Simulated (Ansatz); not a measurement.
# TiSn (model cell, started as zinc blende): from the cell to its phonons, part 2 of 2

Task: relax TiSn (model cell, started as zinc blende), then find its harmonic phonons.

Ansatz 0.2.0; DFT PBEsol, scalar-relativistic, plane waves, PAW.

So far. Step 3 (Relaxing to small forces for the phonons): The forces vanish by symmetry and the pressure is 0.009 GPa, within the tolerances set. The cell now holds 30.12 Å³/atom. The relaxed cell has a = 6.223 Å (conventional setting).

The structure was built from a prototype and need not be the compound's stable phase.

**4. Zone-centre response**

The zone centre comes first: it holds the modes that light can see, as far as symmetry allows. No field response is asked.

Contents of input.yaml:

```yaml
crystal:
  lattice:
    - [0.0, 3.1114707669, 3.1114707669]
    - [3.1114707669, 0.0, 3.1114707669]
    - [3.1114707669, 3.1114707669, 0.0]
  atoms:
    - { symbol: Ti, position: [0.0, 0.0, 0.0] }
    - { symbol: Sn, position: [0.25, 0.25, 0.25] }
kpoints:
  mp_grid: { grid: [12, 12, 12] }
hamiltonian:
  xc: pbesol
scf:
  occupations: { method: gaussian, width: 0.01 }
output:
  eigenvalues: true
phonons:
  method: dfpt
```

Launch:

```console
ansatz run input.yaml --threads 4 --pin off --max-ram 7168MiB --backend cpu --events-out ev --progress --plain --runs-dir out
```

Numbers of over 12 decimals in the logs are rounded to 6 here.

What it wrote:

```text
zone centre: on kpoints.mp_grid the ground state, and the responses unless they are solved on pairs of k-points, stand on 163 of the mesh's 1728 k-points, reduced under 8 symmetry operations, with k and −k counted as one. Each operation leaves every solved displacement unchanged or reverses it
[...]
Crystal: 2 atoms, lattice volume = 60.246 Å³
Basis set: ecut = 420 eV, 1243 PW (Γ), exchange–correlation on 60×60×60 points (8 copies of the dense FFT grid, shifted against one another)
Bands: 17, of which v1, the nominal top of the filled ones, is band 13 counted from 1 (12 counted from 0)
Symmetry: 24 space group operations
k-points: 163 of 1728 (irreducible under 8 space group operations, time reversal used)
[...]
SCF iter   1: F=—  HF=-8422.034108 eV  |F-HF|=—  |Δ(HF+E_count)|=         —  Δρ=1.08e-2  dr2=9.63e-2  ethr=1.77e-3  ⟨swp⟩=6.1  Hψ=14905  notcnv=0
[...]
SCF iter   8: F=-8422.020743 eV  HF=-8422.020743 eV  |F-HF|=5.46e-12  |Δ(HF+E_count)|=  5.46e-12  Δρ=6.62e-8  dr2=3.51e-12  ethr=1.00e-12  ⟨swp⟩=5.9  Hψ=10675  notcnv=0
SCF 1 converged in 8 iterations: F = -8422.020743 eV  dr2 = 3.51e-12
[...]
DFPT response loops at Γ: preconditioner auto → Resta (q_TF=auto, 2.372 Å⁻¹)  ε∞=17.5 (no band partly filled); β = 1.00, the filter's whole step (`scf.mixing.beta` (0.50) is not read by the response loops at its default; to damp them type it under 1.00, their step now; it binds the ground state too); Broyden in place of MSR1
SCF converged after 8 iterations
Free energy (F): -8422.020743 eV
[...]
Internal energy: -8422.020743 eV  (E = F + TS)
E sigma→0 (E₀):  -8422.020743 eV
Fermi energy:    7.078995 eV
[...]
--- Band table (eV; the first three rows and the last of 163) ---
  k-point 0: bands = [... 9 lower, -0.8285, 6.2296, 6.2296, 6.2296, 7.8531, 7.8531, 12.0542, 12.7168]
  k-point 1: bands = [... 9 lower, -0.7629, 6.1246, 6.2508, 6.2508, 7.8397, 7.8397, 11.5895, 12.4845]
  k-point 2: bands = [... 9 lower, -0.5728, 5.8391, 6.3051, 6.3051, 7.8141, 7.8141, 10.5466, 12.0347]
  k-point 162: bands = [... 9 lower, 0.9752, 5.3266, 5.5220, 6.7567, 7.2341, 7.8908, 8.1110, 8.5962]
--- Phonons (Γ-DFPT): 2 representative perturbations + reference, on 163 of 1728 k-points (Σ response iterations 6) ---
  k mesh reduced under 8 symmetry operations, with k and −k counted as one. Each operation leaves every solved displacement unchanged or reverses it
  ASR residual: 5.964e-5 → 0.000e0 eV/Å²; symmetrization residual: 6.641e-6 eV/Å²
  ASR residual per site (eV/Å²): 5.96e-5 3.56e-5
  Γ frequencies (cm⁻¹): 0.00 0.00 0.00 214.87 214.87 214.87
  non-analytic LO–TO correction: not included (Born effective charges unavailable; polar crystals: no LO–TO splitting at Γ)
```

Elapsed: 16 s, on 4 threads of Arm Neoverse V1, shared host; peak memory 0.82 GiB.

Reading the cycles: dr2 is the Hartree energy of the density residual (eV), the measure of convergence; HF is the Harris–Foulkes estimate of the energy, which meets the free energy F at convergence.

Numbers from this step:

```yaml
sum_rule_residual_before_enforcement: 5.96e-5 eV/Å²
point_group: -43m
highest_optical_mode_at_the_zone_centre_no_lo_to_term: 214.9 cm⁻¹
lowest_optical_zone_centre_mode: 214.9 cm⁻¹
```

Without the LO-TO term. Patterns of degenerate modes are one choice out of their space. Modes at Γ, with each element's share of the kinetic energy:

```csv
mode,frequency (cm⁻¹),symmetry,Ti %,Sn %
1,0.0,acoustic,29,71
2,0.0,acoustic,29,71
3,0.0,acoustic,29,71
4,214.9,T2,71,29
5,214.9,T2,71,29
6,214.9,T2,71,29
```

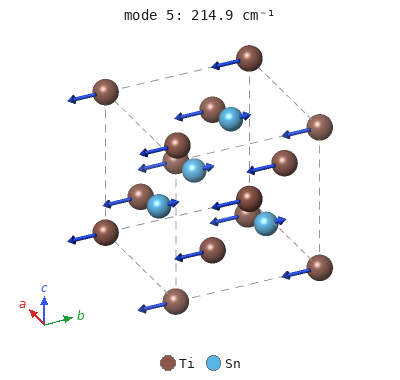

Displacement patterns of mode 5 at Γ; arrows are exaggerated. Some periodic images of atoms are drawn too.

Before it was imposed, the acoustic sum rule was missed by 6.0e-5 eV/Å². Small misses are needed for a sound result but don't prove that mesh and cutoff are converged. The lowest optical mode is real, 215 cm⁻¹.

**5. Response at finite wavevector**

Stability and thermal properties need the whole zone. Linear response on a 4×4×4 q mesh gives force constants as far as a supercell of that size would.

input.yaml: that of step 4 with these lines changed.

```diff
@@ -18 +18,8 @@
   method: dfpt
+  qmesh: [4, 4, 4]
+  temperatures: { t_max: 1000, t_step: 50 }
+  qpath:
+    path:
+      - [[0.0, 0.0, 0.0], [-0.5, -0.5, 0.0], [-0.375, -0.375, 0.25]]
+      - [[-0.375, 0.0, 0.375], [0.0, 0.0, 0.0], [0.0, 0.0, 0.5], [-0.5, -0.25, 0.25], [-0.5, -0.5, 0.0]]
+    npoints: 10
```

What it wrote:

```text
Warning: phonons: the dynamical matrix that this run interpolates holds no multipole term above the dipole-dipole one, and a site of this crystal is no centre of inversion, so its interpolated transverse optical and acoustic branches and sound speeds can stay off near Gamma, and the density of states and the thermodynamics with them. What a run solves at a wave vector of phonons.qpoints, Gamma apart, where the deck admits one, is free of this, and under fd what a larger phonons.supercell samples
[...]
Crystal: 2 atoms, lattice volume = 60.246 Å³
Basis set: ecut = 420 eV, 1243 PW (Γ), exchange–correlation on 60×60×60 points (8 copies of the dense FFT grid, shifted against one another)
Bands: 17, of which v1, the nominal top of the filled ones, is band 13 counted from 1 (12 counted from 0)
Symmetry: 24 space group operations
k-points: 72 of 1728 (time reversal used)
[...]
SCF iter   1: F=—  HF=-8422.034136 eV  |F-HF|=—  |Δ(HF+E_count)|=         —  Δρ=1.08e-2  dr2=9.63e-2  ethr=1.77e-3  ⟨swp⟩=6.2  Hψ=6565  notcnv=0
[...]
SCF iter   8: F=-8422.020743 eV  HF=-8422.020743 eV  |F-HF|=1.82e-12  |Δ(HF+E_count)|=  1.64e-11  Δρ=4.75e-8  dr2=1.47e-12  ethr=1.00e-12  ⟨swp⟩=4.9  Hψ=5145  notcnv=0
SCF 1 converged in 8 iterations: F = -8422.020743 eV  dr2 = 1.47e-12
[...]
SCF iter   8: F=-8422.020743 eV  HF=-8422.020743 eV  |F-HF|=1.82e-12  |Δ(HF+E_count)|=    0.00e0  Δρ=8.84e-10  dr2=3.00e-16  ethr=1.00e-12  ⟨swp⟩=1.0  Hψ=2736  notcnv=0
SCF 2 converged in 8 iterations: F = -8422.020743 eV  dr2 = 3.00e-16
k-points: 280 of 1728 (irreducible under 4 space group operations, time reversal used)
[...]
SCF iter   2: F=-8422.020743 eV  HF=-8422.020743 eV  |F-HF|=9.09e-12  |Δ(HF+E_count)|=   2.11e-8  Δρ=1.11e-7  dr2=1.06e-11  ethr=1.00e-12  ⟨swp⟩=6.9  Hψ=18209  notcnv=0
SCF 3 converged in 2 iterations: F = -8422.020743 eV  dr2 = 1.06e-11
NSCF: frozen V_eff on 1 k-points
[...]
── the response to a field inside a basis, on 12×12×12 k-points: an SCF that follows is theirs, and a resumed run solves both again ──
Bands: 14, of which v1, the nominal top of the filled ones, is band 13 counted from 1 (12 counted from 0)
k-points: 182 of 1728 (irreducible under 6 space group operations, time reversal used)
[...]
Eigensolver: Dense (182 Hₖ)
SCF iter   1: F=—  HF=-8422.018301 eV  |F-HF|=—  |Δ(HF+E_count)|=         —  Δρ=6.52e-5  dr2=4.98e-7  ethr=1.00e-1
[...]
SCF iter   4: F=-8422.018301 eV  HF=-8422.018301 eV  |F-HF|=3.68e-8  |Δ(HF+E_count)|=   1.67e-8  Δρ=6.31e-6  dr2=4.15e-8  ethr=4.54e-10
SCF 1 converged in 4 iterations: F = -8422.018301 eV  dr2 = 4.15e-8
DFPT response loops at Γ: preconditioner auto → none (the input reference at scf.mixing.eps_inf says where Resta's filter doesn't serve); β = 0.50; Broyden in place of MSR1
[...]
DFPT response loops at q = (0, 0, 0) (fractional): preconditioner auto → Resta (q_TF=auto, 2.372 Å⁻¹)  ε∞=17.5 (no band partly filled); β = 1.00, the filter's whole step (`scf.mixing.beta` (0.50) is not read by the response loops at its default; to damp them type it under 1.00, their step now; it binds the ground state too); Broyden in place of MSR1
[...]
SCF converged after 8 iterations
Free energy (F): -8422.020743 eV
[...]
Internal energy: -8422.020743 eV  (E = F + TS)
E sigma→0 (E₀):  -8422.020743 eV
Fermi energy:    7.078995 eV
[...]
--- Band table (eV; the first three rows and the last of 72) ---
  k-point 0: bands = [... 9 lower, -0.8285, 6.2296, 6.2296, 6.2296, 7.8531, 7.8531, 12.0542, 12.7168]
  k-point 1: bands = [... 9 lower, -0.7629, 6.1246, 6.2508, 6.2508, 7.8397, 7.8397, 11.5895, 12.4845]
  k-point 2: bands = [... 9 lower, -0.5728, 5.8391, 6.3051, 6.3051, 7.8141, 7.8141, 10.5466, 12.0347]
  k-point 71: bands = [... 9 lower, 0.9752, 5.3266, 5.5220, 6.7567, 7.2341, 7.8908, 8.1110, 8.5962]
--- Phonons (Γ-DFPT): 2 representative perturbations + reference (Σ response iterations 6) ---
  ASR residual: 4.928e-5 → 0.000e0 eV/Å²; symmetrization residual: 6.796e-6 eV/Å²
  ASR residual per site (eV/Å²): 4.93e-5 4.26e-5
  Γ frequencies (cm⁻¹): 0.00 0.00 0.00 214.87 214.87 214.87
  Unit cell's response to a homogeneous field: 3 representative field directions (Σ response iterations 15)
  ε∞ (high-frequency dielectric tensor):
       37.305788     0.000000    -0.000000
        0.000000    37.305788    -0.000000
       -0.000000    -0.000000    37.305788
  ε⁰ (static dielectric tensor): not given — the deck does not say what the cell's rigid motions are, and on a molecule in a box or a wire the rigid rotations would enter the sum over the modes at Γ. For a crystal or a slab, whose only rigid motions are the translations, set phonons.rigid_motions: translations.
  Born effective charges Z* (e; rows j = field, columns β = displacement):
    site 0:
         4.40494   -0.00000   -0.00000
         0.00000    4.40494    0.00000
         0.00000    0.00000    4.40494
    site 1:
        -4.40494    0.00000    0.00000
        -0.00000   -4.40494   -0.00000
        -0.00000   -0.00000   -4.40494
  Z* charge neutrality: 3.059e-3 e pre-enforcement
  solved inside a basis spanned on the 12×12×12 k-mesh, on 12×12×12 k-points, its susceptibility summed on 16×16×16: ε∞ is read to err by 1.7e-1, Z* by 3.1e-2 e; Z* is corrected for what the basis lacks
  optical modes at Γ without the LO–TO term, one row a degenerate level:
      ω (cm⁻¹)  modes    IR ((D/Å)²/amu)
        214.87      3            39.3690
  optical modes at Γ + LO–TO along q̂ = [1.0000, 0.0000, 0.0000]:
      ω (cm⁻¹)  modes    IR ((D/Å)²/amu)
        214.87      2            26.2460
        242.12      1            13.1230
  optical modes at Γ + LO–TO along q̂ = [0.0000, 1.0000, 0.0000]:
      ω (cm⁻¹)  modes    IR ((D/Å)²/amu)
        214.87      2            26.2460
        242.12      1            13.1230
  optical modes at Γ + LO–TO along q̂ = [0.0000, 0.0000, 1.0000]:
      ω (cm⁻¹)  modes    IR ((D/Å)²/amu)
        214.87      2            26.2460
        242.12      1            13.1230
--- Phonons (arbitrary-q DFPT): 8 irreducible q on the 4×4×4 mesh ---
  q = [0.0000, 0.0000, 0.0000] (star 1, of the zone-centre solve; hermiticity 2.35e-6, symmetrization 6.31e-13): -0.00 -0.00 0.00 214.87 214.87 214.87
  q = [0.0000, 0.0000, 0.2500] (star 8, 2 solved perturbations on 936 of 1728 k-point pairs; hermiticity 1.44e-6, symmetrization 5.53e-13): -25.53 -25.53 61.03 220.40 220.40 235.20
[...]
q = [0.0000, 0.2500, 0.2500] (star 6, 4 solved perturbations in 1608 linear systems a pass and spin channel, the states on 510 of 1728 k-point pairs; hermiticity 2.89e-6, symmetrization 9.85e-13): -36.34 -36.34 76.42 218.26 218.26 229.24
[...]
sum rule: each row above includes the acoustic sum rule's correction from the zone centre's row sums; it moved no ω² by more than (0.53 cm⁻¹)²
  mesh force constants: q→R imaginary residual 2.88e-18; ASR residual 4.928e-5 → 0.000e0 eV/Å²; symmetrization residual 6.217e-15 eV/Å²
  interpolated dispersion: 63 rows × 6 modes
  density of states and harmonic sums: on the 20×20×20 q-mesh, interpolated from the force constants of a 4×4×4 supercell (with the dipole–dipole term)
  largest difference from the sums on the solved wave vectors: F 4.58e-3 eV, S 5.92e-6 and C_V 1.33e-6 eV/K
  zero-point energy: 0.046848 eV/cell   skipped modes (ω ≤ 0): 513, of them read as no rigid motion or as one in doubt: 510 (2.000e0 modes/cell left out, lowest -58.73 cm⁻¹)   left out of the sums: 3.33e-1 of the cell's modes: C_V's classical limit lies that fraction below 3 k_B per atom; for a crystal, a wire or a layer, F and S can be off by more, and a phonons.interpolated_qmesh denser along its periods is the remedy for the sampling
```

The job ended after 7.4 min (4 threads; peak memory 4 GiB; 29 min of CPU time).

Numbers from this step:

```yaml
sum_rule_residual_before_enforcement: 4.93e-5 eV/Å²
lowest_frequency_on_the_path: -58.95 cm⁻¹
highest_frequency_on_the_path_or_at_a_solved_wavevector: 242.1 cm⁻¹
lowest_mode_on_the_q_mesh_acoustic_modes_at_gamma_apart: -54.06 cm⁻¹
```

Frequencies (cm⁻¹) solved at each irreducible wavevector; negative means imaginary. Frequencies by wavevector, by row:

```csv
q in reciprocal lattice units,star,mode 1,mode 2,mode 3,mode 4,mode 5,mode 6
0 0 0,1,0,0,0,214.9,214.9,214.9
0 0 0.25,8,-25.5,-25.5,61,220.4,220.4,235.2
0 0 -0.5,4,-31.4,-31.4,89,220.1,225.7,225.7
0 0.25 0.25,6,-36.3,-36.3,76.4,218.3,218.3,229.2
0 0.25 -0.5,24,-51.9,-39.7,112.7,209.9,218.2,222.2
0 0.25 -0.25,12,-50,-34.1,100.8,214.8,220.5,224
0 -0.5 -0.5,3,-45.6,-45.6,125.5,199.2,217.5,217.5
0.25 -0.5 -0.25,6,-54.1,-50.5,130,197.9,211.3,223.1
```

Interpolated from a 4×4×4 q mesh, with the LO-TO term (at Γ the limit along the path; where Γ stands inside the path, tables give the limit on arrival). Phonon branches along the path, in cm⁻¹:

```csv
point,branch 1,branch 2,branch 3,branch 4,branch 5,branch 6
Γ,0,0,0,215,215,242
X,-46,-46,126,199,218,218
U,-57,-44,126,201,215,222
jump to K,-57,-44,126,201,215,222
Γ,0,0,0,215,215,242
L,-31,-31,89,220,226,226
W,-54,-50,130,198,211,223
X,-46,-46,126,199,218,218
```

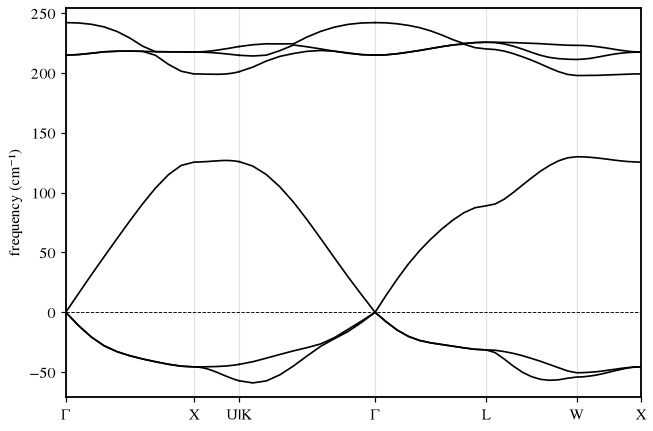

Phonon branches along the path.

The phonon density of states has structure finer than the step of the table below, so its rows give means over 25 cm⁻¹, whole bins alone (the curve runs from -57.5 to 242 cm⁻¹). Peaks (cm⁻¹: height): -42.5: 0.0768, 222.5: 0.204.

Tetrahedra on a 20×20×20 mesh, mean over bins of 5 cm-1. Interpolated from a 4×4×4 q mesh. The phonon density of states by wavenumber; means over each step:

```csv
wavenumber (cm⁻¹),phonon density of states (1/cm⁻¹/cell)
-25,0.0298
0,2.8e-4
25,6.3e-4
50,0.00258
75,0.00695
100,0.0154
125,0.0144
150,0
175,0
200,0.0209
225,0.0973
```

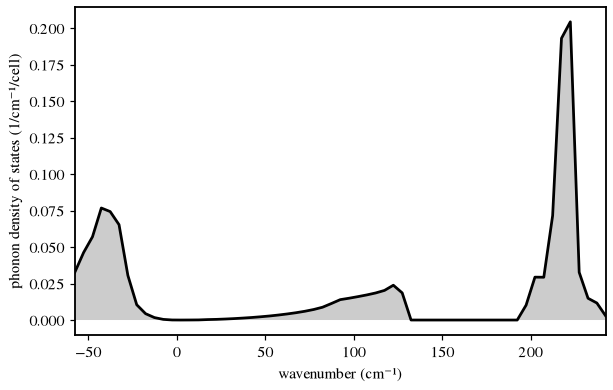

Phonon density of states against wavenumber.

The partial phonon density of states has structure finer than the step of the table below, so its rows give means over 20 cm⁻¹, whole bins alone (the curve runs from -68.9 to 259 cm⁻¹). Peaks (cm⁻¹: height): Sn -42.1: 0.0550, 124.9: 0.0231, 219.8: 0.0511; Ti -42.1: 0.0201, 219.8: 0.145.

Phonopy on the run's constants, 15x15x15 mesh, Gaussian sigma 2.3 cm-1. Interpolated from a 4×4×4 q mesh. Table of partial phonon density of states by wavenumber; means over each step; values in 1/cm⁻¹/cell:

```csv
wavenumber (cm⁻¹),Sn,Ti
-40,0.0486,0.0179
-20,0.00947,0.00363
0,1.4e-4,5.6e-5
20,2.9e-4,1.1e-4
40,0.00116,4.3e-4
60,0.00284,9.6e-4
80,0.00654,0.00188
100,0.0127,0.00270
120,0.0181,0.00155
140,7.2e-4,1.2e-5
160,0,0
180,0,9.0e-7
200,0.00171,0.0169
220,0.0313,0.0922
240,0.00200,0.00591
```

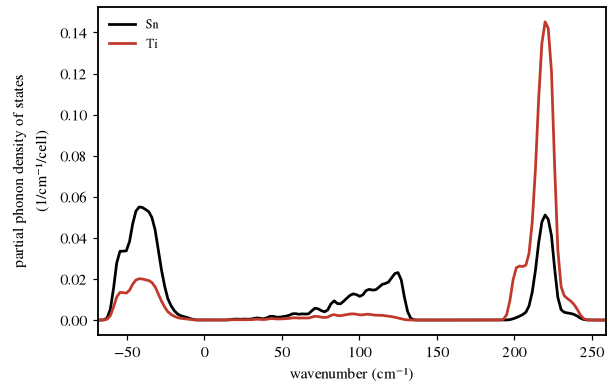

Partial phonon density of states against wavenumber.

Second derivatives of the energy by pair, one row for each kind of neighbour of each atom listed. Each entry sums the pair over the periodic images of the supercell that the q mesh stands for, and in a polar crystal it holds the long-range dipole part too. Force constants by pair, by row:

```csv
atom,neighbour,distance (Å),third of the trace (eV/Å²),along the pair's line (eV/Å²)
Ti1,itself,0,6.446,–
Ti1,Sn,2.695,-1.528,-4.775
Ti1,Ti,4.4,0.0066,-0.0793
Ti1,Sn,5.16,-0.0346,0.0758
Ti1,Ti,6.223,-0.0419,-0.1557
Ti1,Sn,6.781,0.0391,0.0913
Sn2,itself,0,5.893,–
Sn2,Ti,2.695,-1.528,-4.775
Sn2,Sn,4.4,0.0429,-0.2208
Sn2,Ti,5.16,-0.0346,0.0758
Sn2,Sn,6.223,-0.0382,-0.0684
Sn2,Ti,6.781,0.0391,0.0913
```

Symmetry leaves 8 wavevectors to solve. The lowest mode among them, the acoustic zeros apart, lies at q = (0.25, -0.5, -0.25) and is imaginary, 54.1i cm⁻¹, so the energy falls along it. Between them the interpolated path dips to 59i cm⁻¹.

**6. Isotope substitution, element Sn, natural mass 118.71 amu**

An isotope changes the mass and not the force constants, so no new electronic calculation is needed; the shifts show which modes move this element.

The same force constants with the mass of Sn changed from 118.710 to 123.905 u (phonopy, no LO-TO term). Both lists are sorted by frequency; levels can cross, so a row need not hold one and the same mode. Modes under 3 cm⁻¹ are left out. Isotope shifts, by row:

```csv
q,rank,natural mass (cm⁻¹),changed mass (cm⁻¹)
0 0 0,4,214.9,213.6
0 0 0,5,214.9,213.6
0 0 0,6,214.9,213.6
0 0 0.25,1,-25.53,-25.14
0 0 0.25,2,-25.53,-25.14
0 0 0.25,3,61.03,60.06
0 0 0.25,4,220.4,219.1
0 0 0.25,5,220.4,219.1
0 0 0.25,6,235.2,233.9
0 0 -0.5,1,-31.38,-30.88
0 0 -0.5,2,-31.38,-30.88
0 0 -0.5,3,88.97,87.48
0 0 -0.5,4,220.1,219.1
0 0 -0.5,5,225.7,224.5
0 0 -0.5,6,225.7,224.5
0 0.25 0.25,1,-36.34,-35.78
0 0.25 0.25,2,-36.34,-35.78
0 0.25 0.25,3,76.42,75.17
0 0.25 0.25,4,218.3,217
0 0.25 0.25,5,218.3,217
0 0.25 0.25,6,229.2,228.1
```

A mode of this element alone would shift by -2.12 %. The highest zone-centre frequency without the field goes from 214.9 to 213.6 cm⁻¹ (-0.6 %). The product of the frequency ratios over all optical modes at Γ is 0.982; the product rule, (m/m′)^(3k/2) (M′/M)^(3/2) with k = 1 such atoms and M the mass of the cell, gives 0.982.

**7. Isotope substitution, element Ti, natural mass 47.867 amu**

The same for Ti, from 47.87 to 49.94 u.

The same force constants with the mass of Ti changed from 47.867 to 49.945 u (phonopy, no LO-TO term). Both lists are sorted by frequency; levels can cross, so a row need not hold one and the same mode. Modes under 3 cm⁻¹ are left out. Isotope shifts, by row:

```csv
q,rank,natural mass (cm⁻¹),changed mass (cm⁻¹)
0 0 0,4,214.9,211.7
0 0 0,5,214.9,211.7
0 0 0,6,214.9,211.7
0 0 0.25,1,-25.53,-25.38
0 0 0.25,2,-25.53,-25.38
0 0 0.25,3,61.03,60.7
0 0 0.25,4,220.4,217.1
0 0 0.25,5,220.4,217.1
0 0 0.25,6,235.2,231.5
0 0 -0.5,1,-31.38,-31.2
0 0 -0.5,2,-31.38,-31.2
0 0 -0.5,3,88.97,88.55
0 0 -0.5,4,220.1,216.5
0 0 -0.5,5,225.7,222.2
0 0 -0.5,6,225.7,222.2
0 0.25 0.25,1,-36.34,-36.13
0 0.25 0.25,2,-36.34,-36.13
0 0.25 0.25,3,76.42,76.02
0 0.25 0.25,4,218.3,215
0 0.25 0.25,5,218.3,215
0 0.25 0.25,6,229.2,225.6
```

A mode of this element alone would shift by -2.10 %. The highest zone-centre frequency without the field goes from 214.9 to 211.7 cm⁻¹ (-1.5 %). The product of the frequency ratios over all optical modes at Γ is 0.956; the product rule, (m/m′)^(3k/2) (M′/M)^(3/2) with k = 1 such atoms and M the mass of the cell, gives 0.956.

**8. What came out**

* space group after relaxation (within 0.01 Å): F-43m
* volume per atom: 30.1 Å³
* gap on the k-mesh: 0.197 eV
* highest optical mode at the zone centre (no LO-TO term): 215 cm⁻¹
* lowest optical zone-centre mode: 215 cm⁻¹
* lowest mode on the q mesh (acoustic modes at Γ apart): -54.1 cm⁻¹
* highest frequency on the path or at a solved wavevector: 242 cm⁻¹
* imaginary modes on the 4×4×4 q mesh: yes

In words: Modes are clearly imaginary (beyond 10i cm⁻¹) at 7 of the 8 irreducible wavevectors, most at q = (0.25, -0.5, -0.25) (54.1i cm⁻¹), so this structure is not a minimum of the energy. Without the field, the optical modes at Γ form one degenerate level at 215 cm⁻¹. The highest mode in this list at Γ, 214.9 cm⁻¹, is mostly motion of Ti (71 % of the kinetic energy). The program warns that the interpolation holds no quadrupole term, so branches close to Γ can be off in this crystal. Spin-orbit coupling is left out, which can matter for the heavy elements here. The starting cell was built on a prototype and not taken from a measurement, so the phase need not exist. These are harmonic frequencies at zero temperature: anharmonic shifts, linewidths and thermal expansion are left out.

[Logs are printed without paths, hosts, clocks, repeated set-up lines and the standing remarks that a program may print on its own settings, such as how far it seeks lower states.]

[Hosts, paths, dates, database ids (printed as entryN), source tags and the programs' standing remarks are cut or masked in the printed files.]
